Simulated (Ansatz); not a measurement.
# TiZnSe3 (model cell, started as cubic perovskite with Ti in the octahedra): following an unstable mode, part 2 of 3

Which phase does TiZnSe3 (model cell, started as cubic perovskite with Ti in the octahedra) fall into along its unstable mode, and how much energy does it gain?

Ansatz 0.2.0; DFT PBE, scalar-relativistic, plane waves, PAW; PAW set soft_1.

So far, highest frequency on the path or at a solved wavevector (cm⁻¹): step 2 (the dispersion) 252. Also lowest frequency on the path (cm⁻¹): step 2 -144.

The structure was built from a prototype and need not be the compound's stable phase.

**6. Relaxation from the frozen mode**

Starting from the lowest point found, all atoms and the cell are let go, so that strain and other modes of the same symmetry can join in.

Input file input.yaml:

```yaml
crystal:
  lattice:
    - [4.9563954824, 0.0, 0.0]
    - [0.0, 4.9563954824, 0.0]
    - [0.0, 0.0, 4.9563954824]
  atoms:
    - { symbol: Zn, position: [0.0, 0.0075144394, 0.0075144394] }
    - { symbol: Ti, position: [0.5, 0.5313864163, 0.5313864163] }
    - { symbol: Se, position: [0.5, 0.4872765952, 0.0002012431] }
    - { symbol: Se, position: [0.5, 0.0002012431, 0.4872765952] }
    - { symbol: Se, position: [0.0, 0.4872765952, 0.4872765952] }
kpoints:
  mp_grid: { grid: [8, 8, 8] }
hamiltonian:
  xc: pbe
  pseudopotentials: { kind: paw, azcp: { folder: soft_1 } }
scf:
  occupations: { method: methfessel_paxton, width: 0.2 }
output:
  forces: true
  stress: true
  eigenvalues: true
relax:
  adjacent_minimum: "off"
  f_tol: 0.002
  max_steps: 120
  cell: { stress_tol: 0.03 }
```

The run is started by

```console
> ansatz run input.yaml --threads 4 --pin off --max-ram 16384MiB --backend cpu --events-out ev --progress --plain --runs-dir out
```

Numbers of over 12 decimals in the logs are rounded to 6 here.

The log of the run:

```text
[...]
Crystal: 5 atoms, lattice volume = 121.758 Å³
Basis set: ecut = 420 eV, 2373 PW (Γ), exchange–correlation on 72×72×72 points (8 copies of the dense FFT grid, shifted against one another)
Bands: 44, of which v1, the nominal top of the filled ones, is band 36 counted from 1 (35 counted from 0)
Symmetry: 4 space group operations
[...]
k-points: 105 of 512 (time reversal used)
[...]
SCF iter   1: F=—  HF=-22232.361216 eV  |F-HF|=—  |Δ(HF+E_count)|=         —  Δρ=1.80e-1  dr2=7.64e1  ethr=3.10e-3  ⟨swp⟩=6.0  Hψ=16413  notcnv=0
[...]
SCF iter  10: F=-22227.183541 eV  HF=-22227.183541 eV  |F-HF|=9.50e-9  |Δ(HF+E_count)|=   4.27e-8  S|Δr|=    0.00e0  Δρ=3.57e-6  dr2=1.57e-8  ethr=1.39e-10  ⟨swp⟩=10.0  Hψ=21220  notcnv=0
SCF 1 converged in 10 iterations: F = -22227.183541 eV  dr2 = 1.57e-8
[...]
relax step   1: F+E_penalty+E_count = -22227.18354058 eV  Δ(F+E_penalty+E_count) = +0.000e0 eV  max|allowed force component| = 5.198e-1 eV/Å  Δτ_max = 0.0000 Å  P = +0.527 GPa  Ω = 121.758 Å³  (10 SCF iters, dr2 threshold 1.00e-7 eV, accepted)
Crystal: 5 atoms, lattice volume = 120.898 Å³
Basis set: ecut = 420 eV, 2365 PW (Γ), exchange–correlation on 72×72×72 points (8 copies of the dense FFT grid, shifted against one another)
[...]
SCF iter   7: F=-22227.244607 eV  HF=-22227.244607 eV  |F-HF|=2.90e-9  |Δ(HF+E_count)|=   4.89e-8  S|Δr|=    0.00e0  Δρ=1.12e-5  dr2=9.66e-8  ethr=6.94e-10  ⟨swp⟩=5.2  Hψ=18981  notcnv=0
SCF 2 converged in 7 iterations: F = -22227.244607 eV  dr2 = 9.66e-8
[...]
relax step   2: F+E_penalty+E_count = -22227.24460674 eV  Δ(F+E_penalty+E_count) = -6.107e-2 eV  max|allowed force component| = 2.260e-1 eV/Å  Δτ_max = 0.1058 Å  P = +0.020 GPa  Ω = 120.898 Å³  energy of the carried Pulay correction = +1.699e-4 eV  (7 SCF iters, dr2 threshold 5.00e-7 eV, accepted)
Crystal: 5 atoms, lattice volume = 120.763 Å³
Basis set: ecut = 420 eV, 2369 PW (Γ), exchange–correlation on 72×72×72 points (8 copies of the dense FFT grid, shifted against one another)
[...]
SCF iter   8: F=-22227.370485 eV  HF=-22227.370485 eV  |F-HF|=4.50e-8  |Δ(HF+E_count)|=   6.31e-7  S|Δr|=    0.00e0  Δρ=1.28e-5  dr2=1.28e-7  ethr=6.94e-10  ⟨swp⟩=8.0  Hψ=21275  notcnv=0
SCF 3 converged in 8 iterations: F = -22227.370485 eV  dr2 = 1.28e-7
relax step   3: F+E_penalty+E_count = -22227.37048512 eV  Δ(F+E_penalty+E_count) = -1.259e-1 eV  max|allowed force component| = 4.644e-1 eV/Å  Δτ_max = 0.1951 Å  P = +0.055 GPa  Ω = 120.763 Å³  energy of the carried Pulay correction = +1.966e-4 eV  (8 SCF iters, dr2 threshold 5.00e-7 eV, accepted)
[... from here on, the SCF cycles and remarks between the steps are left out ...]
relax step   4: F+E_penalty+E_count = -22227.52503850 eV  Δ(F+E_penalty+E_count) = -1.546e-1 eV  max|allowed force component| = 5.072e-1 eV/Å  Δτ_max = 0.1952 Å  P = +0.547 GPa  Ω = 121.282 Å³  energy of the carried Pulay correction = +9.366e-5 eV  (8 SCF iters, dr2 threshold 5.00e-7 eV, accepted)
relax step   5: F+E_penalty+E_count = -22227.61891760 eV  Δ(F+E_penalty+E_count) = -9.388e-2 eV  max|allowed force component| = 4.079e-1 eV/Å  Δτ_max = 0.1959 Å  P = +1.342 GPa  Ω = 123.532 Å³  energy of the carried Pulay correction = -3.440e-4 eV  (9 SCF iters, dr2 threshold 5.00e-7 eV, accepted)
relax step   6: F+E_penalty+E_count = -22227.79108532 eV  Δ(F+E_penalty+E_count) = -1.722e-1 eV  max|allowed force component| = 2.639e-1 eV/Å  Δτ_max = 0.2000 Å  P = +0.425 GPa  Ω = 129.395 Å³  energy of the carried Pulay correction = -1.425e-3 eV  (8 SCF iters, dr2 threshold 5.00e-7 eV, accepted)
relax step   7: F+E_penalty+E_count = -22227.99681644 eV  Δ(F+E_penalty+E_count) = -2.057e-1 eV  max|allowed force component| = 3.790e-1 eV/Å  Δτ_max = 0.1952 Å  P = +0.220 GPa  Ω = 133.082 Å³  energy of the carried Pulay correction = -2.063e-3 eV  (8 SCF iters, dr2 threshold 5.00e-7 eV, accepted)
relax step   8: F+E_penalty+E_count = -22228.20498200 eV  Δ(F+E_penalty+E_count) = -2.082e-1 eV  max|allowed force component| = 2.278e-1 eV/Å  Δτ_max = 0.1693 Å  P = +0.065 GPa  Ω = 135.665 Å³  energy of the carried Pulay correction = -2.494e-3 eV  (9 SCF iters, dr2 threshold 5.00e-7 eV, accepted)
relax step   9: F+E_penalty+E_count = -22228.13951497 eV  Δ(F+E_penalty+E_count) = +6.547e-2 eV  max|allowed force component| = 4.071e-1 eV/Å  Δτ_max = 0.1115 Å  P = -0.227 GPa  Ω = 136.012 Å³  energy of the carried Pulay correction = -2.550e-3 eV  (9 SCF iters, dr2 threshold 5.00e-7 eV, rejected (line search))
relax step  10: F+E_penalty+E_count = -22228.27835099 eV  Δ(F+E_penalty+E_count) = -7.337e-2 eV  max|allowed force component| = 2.166e-1 eV/Å  Δτ_max = 0.0334 Å  P = -0.221 GPa  Ω = 136.881 Å³  energy of the carried Pulay correction = -2.691e-3 eV  (16 SCF iters, accepted)
relax step  11: F+E_penalty+E_count = -22228.29572743 eV  Δ(F+E_penalty+E_count) = -1.738e-2 eV  max|allowed force component| = 2.431e-1 eV/Å  Δτ_max = 0.0476 Å  P = +0.199 GPa  Ω = 136.061 Å³  energy of the carried Pulay correction = -2.558e-3 eV  (9 SCF iters, dr2 threshold 5.00e-7 eV, accepted)
relax step  12: F+E_penalty+E_count = -22228.34980516 eV  Δ(F+E_penalty+E_count) = -5.408e-2 eV  max|allowed force component| = 1.477e-1 eV/Å  Δτ_max = 0.1267 Å  P = +0.442 GPa  Ω = 138.459 Å³  energy of the carried Pulay correction = -2.944e-3 eV  (9 SCF iters, dr2 threshold 5.00e-7 eV, accepted)
relax step  13: F+E_penalty+E_count = -22228.40224368 eV  Δ(F+E_penalty+E_count) = -5.244e-2 eV  max|allowed force component| = 8.296e-2 eV/Å  Δτ_max = 0.0948 Å  P = +0.648 GPa  Ω = 141.961 Å³  energy of the carried Pulay correction = -3.487e-3 eV  (9 SCF iters, dr2 threshold 5.00e-7 eV, accepted)
relax step  14: F+E_penalty+E_count = -22228.41506165 eV  Δ(F+E_penalty+E_count) = -1.282e-2 eV  max|allowed force component| = 1.665e-1 eV/Å  Δτ_max = 0.0385 Å  P = -0.876 GPa  Ω = 147.006 Å³  energy of the carried Pulay correction = -4.232e-3 eV  (8 SCF iters, dr2 threshold 5.00e-7 eV, accepted)
relax step  15: F+E_penalty+E_count = -22228.35580150 eV  Δ(F+E_penalty+E_count) = +5.926e-2 eV  max|allowed force component| = 6.721e-1 eV/Å  Δτ_max = 0.1114 Å  P = -1.184 GPa  Ω = 146.702 Å³  energy of the carried Pulay correction = -4.188e-3 eV  (9 SCF iters, dr2 threshold 5.00e-7 eV, rejected (line search))
[...]
relax step  29: F+E_penalty+E_count = -22229.19268016 eV  Δ(F+E_penalty+E_count) = -3.718e-2 eV  max|allowed force component| = 4.474e-2 eV/Å  Δτ_max = 0.0111 Å  P = +0.118 GPa  Ω = 157.781 Å³  energy of the carried Pulay correction = -2.002e-3 eV  (8 SCF iters, dr2 threshold 5.00e-7 eV, accepted)
relax step  30: F+E_penalty+E_count = -22229.19581378 eV  Δ(F+E_penalty+E_count) = -3.134e-3 eV  max|allowed force component| = 5.424e-3 eV/Å  Δτ_max = 0.0099 Å  P = -0.016 GPa  Ω = 158.452 Å³  energy of the carried Pulay correction = -2.095e-3 eV  (7 SCF iters, dr2 threshold 4.44e-7 eV, accepted)
relax step  31: F+E_penalty+E_count = -22229.19586520 eV  Δ(F+E_penalty+E_count) = -5.142e-5 eV  max|allowed force component| = 7.279e-3 eV/Å  Δτ_max = 0.0046 Å  P = +0.013 GPa  Ω = 158.346 Å³  energy of the carried Pulay correction = -2.077e-3 eV  (9 SCF iters, dr2 threshold 2.68e-9 eV, accepted)
relax step  32: F+E_penalty+E_count = -22229.19586736 eV  Δ(F+E_penalty+E_count) = -2.159e-6 eV  max|allowed force component| = 5.305e-3 eV/Å  Δτ_max = 0.0023 Å  P = +0.015 GPa  Ω = 158.249 Å³  energy of the carried Pulay correction = -2.061e-3 eV  (8 SCF iters, dr2 threshold 3.31e-9 eV, rejected (line search))
relax step  33: F+E_penalty+E_count = -22229.19587415 eV  Δ(F+E_penalty+E_count) = -8.952e-6 eV  max|allowed force component| = 2.426e-3 eV/Å  Δτ_max = 0.0011 Å  P = +0.001 GPa  Ω = 158.378 Å³  energy of the carried Pulay correction = -2.082e-3 eV  (10 SCF iters, accepted)
relax step  34: F+E_penalty+E_count = -22229.19587602 eV  Δ(F+E_penalty+E_count) = -1.863e-6 eV  max|allowed force component| = 2.930e-5 eV/Å  Δτ_max = 0.0004 Å  P = +0.000 GPa  Ω = 158.374 Å³  energy of the carried Pulay correction = -2.081e-3 eV  (7 SCF iters, dr2 threshold 3.68e-10 eV, accepted)
relax step  35: F+E_penalty+E_count = -22229.23987925 eV  Δ(F+E_penalty+E_count) = -4.400e-2 eV  max|allowed force component| = 4.528e-3 eV/Å  Δτ_max = 0.0000 Å  P = +0.446 GPa  Ω = 158.374 Å³  stress off target by 1.21e0 GPa  SCF on the basis re-selected at this cell (its energy is not comparable with the rows above)  (13 SCF iters)
relax step  36: F+E_penalty+E_count = -22229.25898993 eV  Δ(F+E_penalty+E_count) = -1.911e-2 eV  max|allowed force component| = 2.092e-2 eV/Å  Δτ_max = 0.0084 Å  P = +0.206 GPa  Ω = 160.302 Å³  energy of the carried Pulay correction = -2.811e-4 eV  (8 SCF iters, dr2 threshold 5.00e-7 eV, accepted)
relax step  37: F+E_penalty+E_count = -22229.26806910 eV  Δ(F+E_penalty+E_count) = -9.079e-3 eV  max|allowed force component| = 2.658e-2 eV/Å  Δτ_max = 0.0120 Å  P = +0.050 GPa  Ω = 162.564 Å³  energy of the carried Pulay correction = -5.954e-4 eV  (9 SCF iters, dr2 threshold 5.00e-7 eV, accepted)
relax step  38: F+E_penalty+E_count = -22229.26920219 eV  Δ(F+E_penalty+E_count) = -1.133e-3 eV  max|allowed force component| = 2.320e-2 eV/Å  Δτ_max = 0.0098 Å  P = +0.025 GPa  Ω = 163.357 Å³  energy of the carried Pulay correction = -7.142e-4 eV  (8 SCF iters, dr2 threshold 4.42e-8 eV, accepted)
relax step  39: F+E_penalty+E_count = -22229.27018606 eV  Δ(F+E_penalty+E_count) = -9.839e-4 eV  max|allowed force component| = 6.738e-3 eV/Å  Δτ_max = 0.0213 Å  P = +0.015 GPa  Ω = 164.256 Å³  energy of the carried Pulay correction = -8.463e-4 eV  (9 SCF iters, dr2 threshold 3.36e-8 eV, accepted)
relax step  40: F+E_penalty+E_count = -22229.27040485 eV  Δ(F+E_penalty+E_count) = -2.188e-4 eV  max|allowed force component| = 2.884e-3 eV/Å  Δτ_max = 0.0160 Å  P = +0.026 GPa  Ω = 164.817 Å³  energy of the carried Pulay correction = -9.216e-4 eV  (10 SCF iters, dr2 threshold 5.39e-9 eV, accepted)
relax step  41: F+E_penalty+E_count = -22229.27033259 eV  Δ(F+E_penalty+E_count) = +7.225e-5 eV  max|allowed force component| = 9.613e-3 eV/Å  Δτ_max = 0.0034 Å  P = -0.032 GPa  Ω = 165.329 Å³  energy of the carried Pulay correction = -9.999e-4 eV  (9 SCF iters, dr2 threshold 2.60e-9 eV, accepted)
relax step  42: F+E_penalty+E_count = -22229.27035270 eV  Δ(F+E_penalty+E_count) = -2.011e-5 eV  max|allowed force component| = 1.289e-2 eV/Å  Δτ_max = 0.0024 Å  P = +0.007 GPa  Ω = 165.287 Å³  energy of the carried Pulay correction = -9.912e-4 eV  (7 SCF iters, dr2 threshold 6.39e-9 eV, accepted)
relax step  43: F+E_penalty+E_count = -22229.27037381 eV  Δ(F+E_penalty+E_count) = -2.110e-5 eV  max|allowed force component| = 3.179e-3 eV/Å  Δτ_max = 0.0013 Å  P = +0.001 GPa  Ω = 165.288 Å³  energy of the carried Pulay correction = -9.916e-4 eV  (6 SCF iters, dr2 threshold 1.04e-8 eV, accepted)
relax step  44: F+E_penalty+E_count = -22229.27037964 eV  Δ(F+E_penalty+E_count) = -5.835e-6 eV  max|allowed force component| = 1.757e-4 eV/Å  Δτ_max = 0.0005 Å  P = -0.000 GPa  Ω = 165.256 Å³  energy of the carried Pulay correction = -9.868e-4 eV  (7 SCF iters, dr2 threshold 6.32e-10 eV, accepted)
Basis set: ecut = 420 eV, 3267 PW (Γ), exchange–correlation on 54×96×96 points (8 copies of the dense FFT grid, shifted against one another)
[...]
SCF iter  11: F=-22229.271118 eV  HF=-22229.271118 eV  |F-HF|=1.09e-11  |Δ(HF+E_count)|=  1.46e-10  S|Δr|=    0.00e0  Δρ=8.29e-8  dr2=1.20e-11  ethr=1.00e-12  ⟨swp⟩=6.4  Hψ=21405  notcnv=0
SCF 45 converged in 11 iterations: F = -22229.271118 eV  dr2 = 1.20e-11
relax step  45: F+E_penalty+E_count = -22229.27111806 eV  Δ(F+E_penalty+E_count) = -7.384e-4 eV  max|allowed force component| = 2.414e-4 eV/Å  Δτ_max = 0.0000 Å  P = -0.002 GPa  Ω = 165.256 Å³  stress off target by 4.11e-3 GPa  SCF on the basis re-selected at this cell (its energy is not comparable with the rows above)  (11 SCF iters)
[...]
SCF converged after 11 iterations
[...]
Free energy (F): -22229.271118 eV
[...]
Internal energy: -22229.276459 eV  (E = F + TS)
E sigma→0 (E₀):  -22229.272453 eV
Entropy (-TS):   0.005341 eV (1.068 meV/atom)
Fermi energy:    3.753696 eV
Step filling:    the computed levels leave a gap of 0.3776 eV = 1.9 smearing widths at the electron count; against every level under it full and every level over it empty, smearing changes F+E_penalty+E_count by +1.151 meV and its σ→0 estimate by -0.184 meV
[...]
--- Forces (eV/Å), atoms counted from 1 ---
  atom   1  Zn     0.00000000    -0.00005293    -0.00005293
  atom   2  Ti    -0.00000000    -0.00013074    -0.00013074
  atom   3  Se     0.00000000     0.00024142     0.00003417
  atom   4  Se    -0.00000000     0.00003417     0.00024142
  atom   5  Se     0.00000000    -0.00009176    -0.00009176
  max |Σ_I F_I| component: 1.61e-7 eV/Å
--- Stress (GPa, compression-positive) ---
        0.000436       0.000000       0.000000
        0.000000      -0.002798      -0.001313
        0.000000      -0.001313      -0.002798
  P = ⅓ Tr σ = -0.0017 GPa (-0.017 kbar)
--- Band table (eV; the first three rows and the last of 105) ---
  k-point 0: bands = [... 32 lower, 1.8057, 2.2969, 3.2297, 3.4670, 4.5974, 5.3764, 5.4452, 6.5128, ... 4 higher]
  k-point 1: bands = [... 32 lower, 1.7899, 2.2899, 3.2680, 3.2776, 4.7146, 5.3078, 5.4325, 6.4162, ... 4 higher]
  k-point 2: bands = [... 32 lower, 1.7992, 2.2746, 2.8971, 3.3659, 4.8786, 5.1432, 5.4088, 6.3044, ... 4 higher]
  k-point 104: bands = [... 32 lower, 1.9115, 2.1670, 2.4413, 3.4380, 4.0113, 4.8308, 5.2428, 6.0055, ... 4 higher]
--- Relaxed structure (42 steps of the walk, 37 accepted, 3 SCFs on fresh bases) ---
  F+E_penalty+E_count = -22229.27111806 eV   max|allowed force component| = 2.414e-4 eV/Å   (the final SCF, on the basis selected at the relaxed cell)
  cell:  # Å, volume = 165.2557 Å³
    - [3.831454, 0, 0]
    - [0, 6.779156, 1.680962]
    - [0, 1.680962, 6.779156]
  atoms:
    - { symbol: Zn, position: [0, 0.172443, 0.172443] }
    - { symbol: Ti, position: [0.5, 0.556042, 0.556042] }
    - { symbol: Se, position: [0.5, 0.409748, -0.057904] }
    - { symbol: Se, position: [0.5, -0.057904, 0.409748] }
    - { symbol: Se, position: [0, 0.433327, 0.433327] }
```

The job ended after 18 min (4 threads of Arm Neoverse V1, shared host; peak memory 0.89 GiB).

Relaxation path (22 of 45):

| step | energy less that of the first step (eV) | largest force component (eV/Å) | pressure (GPa) | volume (Å³) |
| --- | --- | --- | --- | --- |
| 1 | 0.0000 | 0.5198 | 0.53 | 121.76 |
| 3 | -0.1869 | 0.4644 | 0.05 | 120.76 |
| 5 | -0.4354 | 0.4079 | 1.34 | 123.53 |
| 7 | -0.8133 | 0.3790 | 0.22 | 133.08 |
| 9 | -0.9560 | 0.4071 | -0.23 | 136.01 |
| 11 | -1.1122 | 0.2431 | 0.20 | 136.06 |
| 14 | -1.2315 | 0.1665 | -0.88 | 147.01 |
| 16 | -1.2303 | 0.1870 | 0.84 | 142.99 |
| 18 | -1.2473 | 0.0278 | 0.04 | 144.66 |
| 20 | -1.2477 | 0.0379 | 0.08 | 144.55 |
| 22 | -1.2483 | 0.0016 | 0.00 | 144.66 |
| 24 | -1.5287 | 0.0564 | 1.29 | 147.46 |
| 26 | -1.7901 | 0.0564 | 0.76 | 152.46 |
| 28 | -1.9720 | 0.0267 | 0.42 | 156.12 |
| 30 | -2.0123 | 0.0054 | -0.02 | 158.45 |
| 32 | -2.0123 | 0.0053 | 0.01 | 158.25 |
| 35* | -2.0563 | 0.0045 | 0.45 | 158.37 |
| 37 | -2.0845 | 0.0266 | 0.05 | 162.56 |
| 39 | -2.0866 | 0.0067 | 0.02 | 164.26 |
| 41 | -2.0868 | 0.0096 | -0.03 | 165.33 |
| 43 | -2.0868 | 0.0032 | 0.00 | 165.29 |
| 45* | -2.0876 | 0.0002 | 0.00 | 165.26 |

Relaxation steps marked * repeat the geometry before them on a plane-wave basis chosen anew for their cell, so energy and pressure can jump there. Other such steps can lie between the rows shown. Relaxation steps 9, 15, 16, 20, 32 were tried and not accepted.

The run keeps the 4 symmetry operations that it works with, so distortions that break them were not tested.

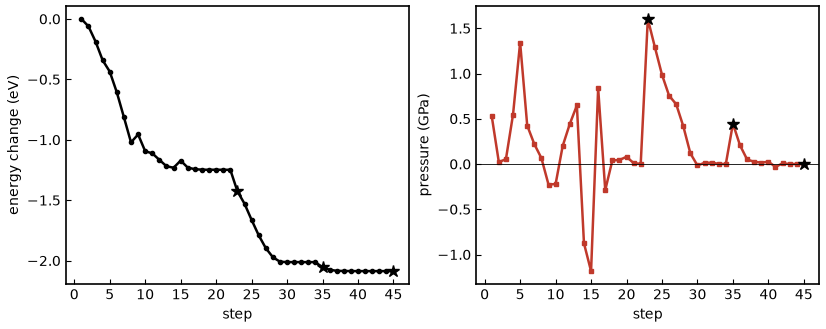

Energy and pressure along the relaxation. Stars mark steps on a basis chosen anew.

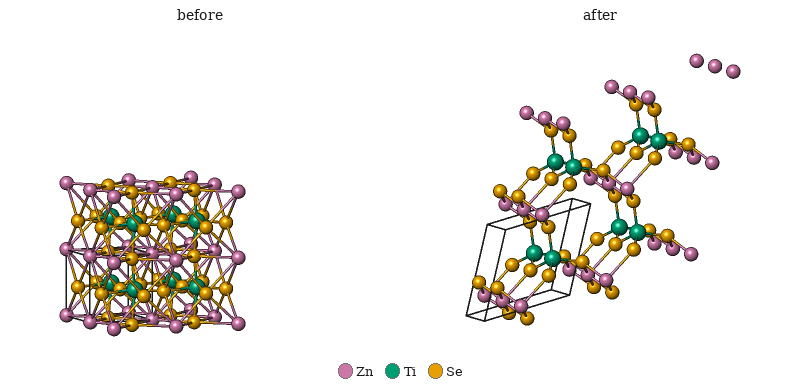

Before and after, at one scale. Bonds to atoms that aren't drawn are left out.

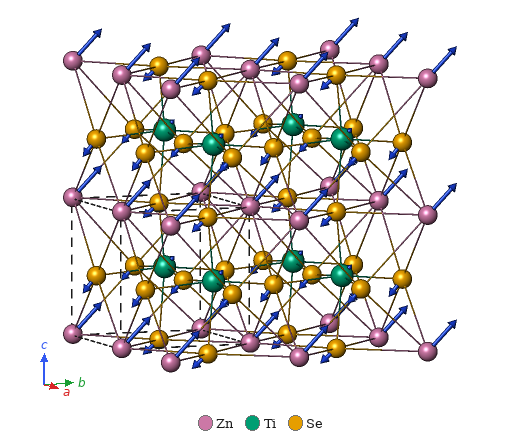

Displacements in the relaxation, scaled, measured against the changing cell; the longest in the cell stands for 1.97 Å. 2×2×2 cells are drawn. Some periodic images of atoms are drawn too.

| cell as run | before | after | change |
| --- | --- | --- | --- |
| a (Å) | 4.956 | 3.831 | -22.7 % |
| b (Å) | 4.956 | 6.984 | +40.9 % |
| c (Å) | 4.956 | 6.984 | +40.9 % |
| α (°) | 90.00 | 62.15 | -30.9 % |
| volume (Å³/atom) | 24.35 | 33.05 | +35.7 % |

The atoms that moved most (Å, as changes of fractional coordinates times the final cell):

| atom | dx | dy | dz | length |
| --- | --- | --- | --- | --- |
| Zn1 | 0.000 | 1.395 | 1.395 | 1.973 |
| Se4 | 0.000 | -0.524 | -0.623 | 0.814 |
| Se3 | 0.000 | -0.623 | -0.524 | 0.814 |
| Se5 | 0.000 | -0.456 | -0.456 | 0.645 |
| Ti2 | 0.000 | 0.209 | 0.209 | 0.295 |

Numbers from this step:

```yaml
pressure: -0.001720 GPa
volume_per_atom: 33.05 Å³
gap_on_the_k_mesh: 0.3776 eV
```

The distorted start has space group Amm2; the relaxation ends in Amm2.

**7. The new phase in its own primitive cell**

The relaxed structure is symmetrised, reduced to its primitive cell and relaxed tightly, as its phonons need.

Input file input.yaml:

```yaml
crystal:
  lattice:
    - [3.8314537745, 0.0, 0.0]
    - [0.0, 3.604967378, 5.9822066131]
    - [0.0, -3.604967378, 5.9822066131]
  atoms:
    - { symbol: Zn, position: [0.0, 0.172443228, 0.172443228] }
    - { symbol: Ti, position: [0.5, 0.5560417496, 0.5560417496] }
    - { symbol: Se, position: [0.5, 0.4097475586, 0.9420956401] }
    - { symbol: Se, position: [0.5, 0.9420956401, 0.4097475586] }
    - { symbol: Se, position: [0.0, 0.4333271128, 0.4333271128] }
kpoints:
  mp_grid: { grid: [8, 6, 6] }
hamiltonian:
  xc: pbe
  pseudopotentials: { kind: paw, azcp: { folder: soft_1 } }
scf:
  occupations: { method: fixed }
output:
  forces: true
  stress: true
  eigenvalues: true
relax:
  adjacent_minimum: "off"
  f_tol: 0.001
  max_steps: 60
  cell: { stress_tol: 0.01 }
```

The log of the run:

```text
[...]
Crystal: 5 atoms, lattice volume = 165.256 Å³
Basis set: ecut = 420 eV, 3267 PW (Γ), exchange–correlation on 54×96×96 points (8 copies of the dense FFT grid, shifted against one another)
Bands: 44, of which v1, the nominal top of the filled ones, is band 36 counted from 1 (35 counted from 0)
Symmetry: 4 space group operations
[...]
k-points: 65 of 288 (time reversal used)
[...]
cell:  # Å, volume = 165.2006 Å³
    - [3.829954, 0, 0]
    - [0, 3.605120, 5.982301]
    - [0, -3.605120, 5.982301]
  atoms:
    - { symbol: Zn, position: [0, 0.172540, 0.172540] }
    - { symbol: Ti, position: [0.500000, 0.555991, 0.555991] }
    - { symbol: Se, position: [0.500000, 0.409821, 0.942083] }
    - { symbol: Se, position: [0.500000, 0.942083, 0.409821] }
    - { symbol: Se, position: [0, 0.433221, 0.433221] }
[key lines of the parts left out:]
SCF converged after 6 iterations
Free energy (F): -22229.272215 eV
Fermi energy:    3.531300 eV
P = ⅓ Tr σ = 0.0004 GPa (0.004 kbar)
```

Run time: 67 s. Hardware: 4 threads; peak memory 0.72 GiB.

Little changed from the start: no atom moved by 0.005 Å and no cell edge by 0.1 %.

This step gave:

```yaml
pressure: 4.33e-4 GPa
gap_on_the_k_mesh: 0.3788 eV
volume_per_atom: 33.04 Å³
direct_gap_on_mesh: 0.5223 eV
```

The largest force component left is 0.61 meV/Å and the pressure is 0.000 GPa, within the tolerances set. The cell now holds 33.04 Å³/atom.

[end of part 2 of 3]

[Logs are printed without paths, hosts, clocks, repeated set-up lines and the standing remarks that a program may print on its own settings, such as how far it seeks lower states.]

[Hosts, paths, dates, database ids (printed as entryN), source tags and the programs' standing remarks are cut or masked in the printed files.]
